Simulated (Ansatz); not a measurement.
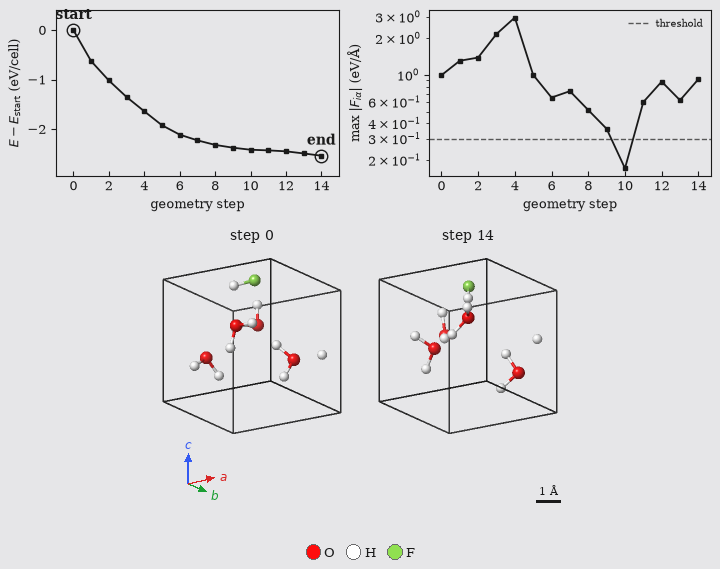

First and last geometry of a relaxation of an amorphous cell of composition H9O4F, with the history of the run. A ball-and-stick model of the cell of the calculation, seen from a free direction.

The cell holds 4 H2O + 1 HF. The run prepares the start of a later molecular dynamics calculation, from a guessed geometry.

Theory: DFT PBE, scalar-relativistic, plane waves, PAW in Ansatz 0.2.0.

The input:
```yaml
accuracy: low
crystal:
  lattice:
    - [5.360108, 0.0, 0.0]
    - [0.0, 5.360108, 0.0]
    - [0.0, 0.0, 5.360108]
  atoms:
    - { symbol: O, position: [0.1847055, 0.3293051, 0.4136459] }
    - { symbol: H, position: [0.2162933, 0.4625336, 0.2957288] }
    - { symbol: H, position: [0.1724986, 0.1815183, 0.3103884] }
    - { symbol: O, position: [0.6525646, 0.0385306, 0.5216828] }
    - { symbol: H, position: [0.5920768, 0.0484278, 0.3516966] }
    - { symbol: H, position: [0.8282142, 0.0002456, 0.5034202] }
    - { symbol: O, position: [0.336903, 0.8317059, 0.7845347] }
    - { symbol: H, position: [0.2533834, 0.6744952, 0.7535296] }
    - { symbol: H, position: [0.3155638, 0.8582909, 0.9619887] }
    - { symbol: O, position: [0.8220044, 0.6055536, 0.3614383] }
    - { symbol: H, position: [0.78724, 0.5195393, 0.2063738] }
    - { symbol: H, position: [0.7095433, 0.5287413, 0.4802003] }
    - { symbol: F, position: [0.6775481, 0.2662796, 0.9473749] }
    - { symbol: H, position: [0.5569625, 0.1521989, 0.8944527] }
basis:
  ecutwfc: 420.0
kpoints:
  mp_grid: { grid: [1, 1, 1] }
hamiltonian:
  xc: pbe
scf:
  occupations: { method: fermi_dirac, width: 0.05 }
  lower_state_search: "off"
relax:
  f_tol: 0.3
  max_steps: 15
  adjacent_minimum: "off"
```

Command:
```bash
ansatz run input.yaml --threads 1 --pin off --max-ram 3072MiB --backend cpu --events-out ev --progress --plain --runs-dir out
```

Read the history and describe the run.

Answer. The relaxation stopped without meeting its thresholds, so the last structure isn't shown to be converged. It used up its limit of 15 steps. The largest moves, 1.34 Å, are those of H3 and H9. H9 goes roughly along [−3 −1 −1]. Largest moves by element: H 1.34 Å, O 1.32 Å, F 0.66 Å. The cell stays as it was. Among the contacts that change: F13–H14 0.934 → 1.012 Å, O10–H11 0.969 → 1.001 Å, O1–H2 0.969 → 0.990 Å, O1–H3 0.969 → 0.976 Å. Among the angles between lasting bonds that change: H5–O4–H6 104.0° → 113.3°, H11–O10–H12 104.0° → 101.1°, H8–O7–H9 104.0° → 106.2°. After 14 geometry steps the energy has fallen by 2.537 eV per cell of the calculation. Largest force component: 0.99 eV/Å at the start, 0.92 eV/Å at the end. The forces were under the threshold at step 10, but the run went on from there. The run took 13 s on 1 thread of Arm Neoverse V1 (shared host), peak memory 0.28 GiB.

Limits of the set-up: the program's low-accuracy preset was used; the periodic images lie only 5.4 Å apart, so the values are limited by the cell's size.
